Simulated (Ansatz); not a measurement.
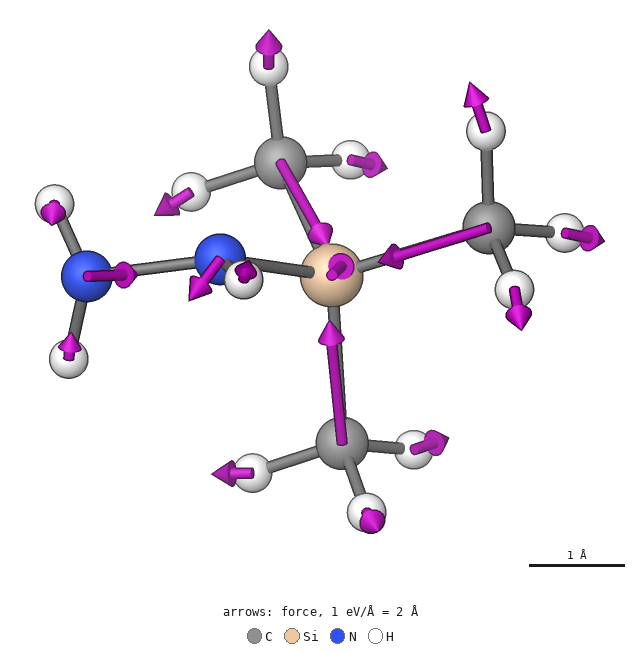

Starting geometry of C$_{3}$H$_{12}$N$_{2}$Si with the computed forces as purple arrows. Style: ball-and-stick. Shown face on.

The start comes from GFN2-xTB.

The calculation used RKS PBE0-D4/def2-TZVP (Ansatz 0.2.0).

The input:
```yaml
crystal:
  periodic: [false, false, false]
  atoms:
    - {symbol: C, position_ang: [-0.846370, -1.719610, 0.003350]}
    - {symbol: Si, position_ang: [0.222520, -0.131000, -0.044160]}
    - {symbol: C, position_ang: [2.065740, -0.569460, 0.047830]}
    - {symbol: C, position_ang: [-0.215250, 0.835170, -1.629360]}
    - {symbol: N, position_ang: [-0.059680, 0.949810, 1.285150]}
    - {symbol: N, position_ang: [-1.297820, 1.609690, 1.537140]}
    - {symbol: H, position_ang: [-1.908230, -1.489640, -0.037000]}
    - {symbol: H, position_ang: [-0.628600, -2.374370, -0.835080]}
    - {symbol: H, position_ang: [-0.671560, -2.287500, 0.913260]}
    - {symbol: H, position_ang: [2.687160, 0.316250, -0.022460]}
    - {symbol: H, position_ang: [2.341410, -1.232090, -0.765150]}
    - {symbol: H, position_ang: [2.310340, -1.072690, 0.977170]}
    - {symbol: H, position_ang: [0.329670, 1.772880, -1.681940]}
    - {symbol: H, position_ang: [-1.275730, 1.067150, -1.677220]}
    - {symbol: H, position_ang: [0.028190, 0.263260, -2.519320]}
    - {symbol: H, position_ang: [0.432540, 0.826270, 2.157970]}
    - {symbol: H, position_ang: [-1.442810, 2.289730, 0.795220]}
    - {symbol: H, position_ang: [-2.071520, 0.946170, 1.494610]}
basis:
  gaussian: {orbitals: def2-TZVP}
hamiltonian: {xc: pbe0, dispersion: d4}
relax: {f_tol: 0.005, max_steps: 150}
```

Command:
```bash
ansatz run in.yaml --threads 2 --pin off --events-out ev --progress --plain --max-ram 22528MiB --backend cuda --devices 0, --max-vram 18GiB
```

> Is this structure relaxed? If not, where do the atoms go?

It isn't relaxed: the largest force vector, on C1, is 0.74 eV/Å. The final displacements have little in common with the starting forces (cosine between the two patterns 0.15). After 10 accepted moves (11 points after the start) the energy has fallen by 1.50 kcal/mol. The largest force component goes from 0.68 to 0.0031 eV/Å. The line search rejected the trial step at point 4 of the run. The largest move after the best rigid fit is that of H16, 0.23 Å. By element the largest moves are H 0.23 Å, N 0.14 Å, C 0.08 Å, Si 0.04 Å. Among the contacts that change: C1–Si2 1.915 → 1.877 Å, Si2–C4 1.907 → 1.872 Å, Si2–C3 1.897 → 1.869 Å, N5–N6 1.425 → 1.410 Å. Bond angles that change, for instance: C4–Si2–N5 106.5° → 109.3°, C1–Si2–N5 114.0° → 111.6°, N5–N6–H17 107.7° → 109.9°. The run took about 21 s of wall time on a shared GPU.
